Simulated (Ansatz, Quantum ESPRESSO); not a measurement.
## Ir (fcc): bulk modulus from a few volumes

How stiff is fcc Ir under hydrostatic load? Each row scales the relaxed cell evenly and relaxes the atoms. The phase is followed to these pressures whether or not it stays the stable one.

Calculated with Ansatz 0.2.0, PBEsol, PAW files of the set soft_1, cutoff 600 eV, Fermi–Dirac smearing 0.05 eV, k-mesh 19×19×19, no spin polarisation, no spin-orbit coupling.

Reference cell, relaxed at zero pressure with PBEsol (Fm-3m): a = 2.7087 Å, b = 2.7087 Å, c = 2.7087 Å, α = 60.00°, β = 60.00°, γ = 60.00°.

```
atom       x       y       z
  Ir  0.0000  0.0000  0.0000
```

| V (Å³/atom) | V/V0 | P (GPa) | E − E0 (meV/atom) |
| --- | --- | --- | --- |
| 13.2093 | 0.9400 | 27.914 | 69.1 |
| 13.4903 | 0.9600 | 17.473 | 29.4 |
| 13.7714 | 0.9800 | 8.212 | 7.1 |
| 14.3335 | 1.0200 | −7.275 | 6.5 |
| 14.6145 | 1.0400 | −13.718 | 25.0 |

V0 = 14.0524 Å³ an atom, where the residual pressure P0 is +0.001 GPa. **Question.** Fit the Birch–Murnaghan law and give the pressure and the energy at V = 14.8956 Å³ an atom, a row left out above.

With the Eulerian strain f = ½[(V0/V)^(2/3) − 1] and F = (P − P0)/[3f(1 + 2f)^(5/2)], the third-order law is the line F = B0 + (3/2) B0 (B′ − 4) f.

```csv
f,F (GPa)
0.02106,398.60
0.01379,394.43
0.00678,390.40
−0.00656,382.20
−0.01290,378.32
```

A straight line through the 5 rows: the means are 0.004434 for f and 388.79 for F, Σ(Δx)² = 0.0007908 and ΣΔxΔy = 0.4736, so the slope is 0.4736/0.0007908 = 598.87 and the intercept 388.79 − (598.87)(0.004434) = 386.13.

Hence B0 = 386.1 GPa and B′ = 4 + (598.9)/(1.5 × 386.1) = 5.03. For the withheld volume f = −0.01905, F = 374.73 GPa and P = −19.43 GPa, an extrapolation past the fitted rows. The run itself gives −19.42 GPa, so the estimate misses by 0.01 GPa, a rounding's worth.

Integrating the same law gives E − E0 = (9/2) B0 V0 f²[1 + (B′ − 4) f] + P0(V0 − V), with 1 GPa Å³ = 6.2415 meV: 54.2 meV an atom. The run itself gives 54.2 meV, so the estimate misses by 0.0 meV, a rounding's worth.

The same fit over all rows at other levels or in other programs gives B0 = 388 GPa with PBEsol (Quantum ESPRESSO, GBRV).

Measured bulk modulus: 339 GPa (pmc:6783540), against 386 GPa here (+14 %).

The calculation is for a static lattice, while measurements hold thermal and zero-point motion.

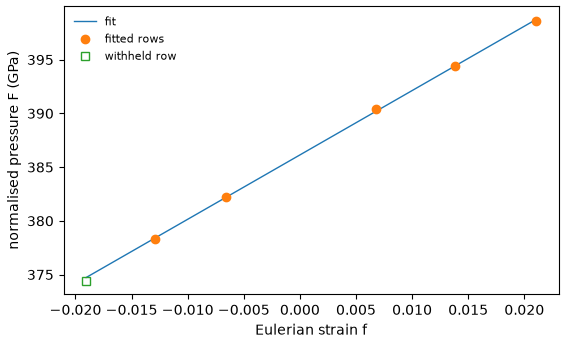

The fitted law, the rows behind it and the withheld row.

[Logs are printed without paths, hosts, clocks, repeated set-up lines and the standing remarks that a program may print on its own settings, such as how far it seeks lower states.]
